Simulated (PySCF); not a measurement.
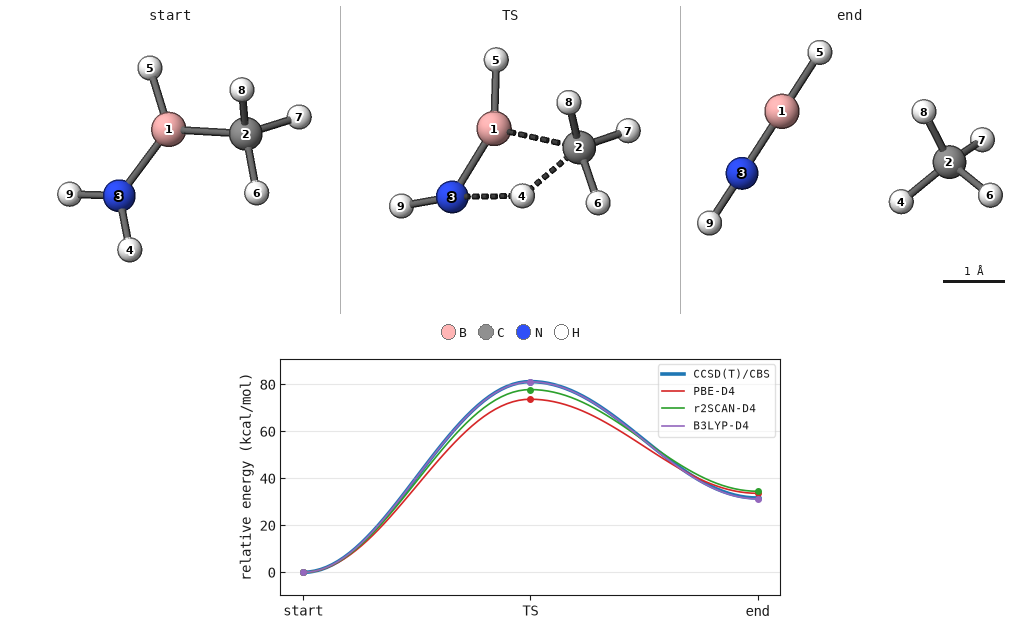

A reaction step of CH6BN, with its energy diagram. Style: ball-and-stick. Shown at a tilt. Dashed sticks mark bonds that form or break.

Stationary points at PBE0-D4/def2-TZVP, single-point energies with CCSD(T)/CBS, PBE-D4, r2SCAN-D4, B3LYP-D4 (def2-TZVPP where no basis is named; PySCF 2.14.0). The energies are electronic, without zero-point or thermal terms, and both ends are the minima reached downhill from the saddle, with any fragments still in contact. CCSD(T)/CBS stands for a frozen-core estimate: MP2 correlation extrapolated from def2-TZVPP and def2-QZVPP, CCSD(T) minus MP2 from the smaller set.

Describe the step and its energetics.

Answer. Counted by bonded pieces, the start holds CH₆BN and the end holds BH₂N + CH₄. From the start over the saddle to the end, a bond forms: C2–H4 (2.81 → 1.30 → 1.09 Å). Bonds break: B1–C2 (1.57 → 1.81 → 3.64 Å), N3–H4 (1.01 → 1.41 → 3.34 Å). The saddle has one imaginary mode, 1361i cm⁻¹. With CCSD(T)/CBS the barrier is 81.2 kcal/mol from the start and 49.5 kcal/mol from the end, and the end lies 31.6 kcal/mol above the start.

```
      level  barrier from the start (kcal/mol)  barrier from the end (kcal/mol)  the end less the start (kcal/mol)
CCSD(T)/CBS                               81.2                             49.5                               31.6
     PBE-D4                               73.7                             40.0                               33.6
  r2SCAN-D4                               77.8                             43.3                               34.5
   B3LYP-D4                               81.1                             49.8                               31.3
```

Against CCSD(T)/CBS, B3LYP-D4 comes closest on the barrier from the start (−0.1 kcal/mol) and PBE-D4 misses most (−7.5 kcal/mol).
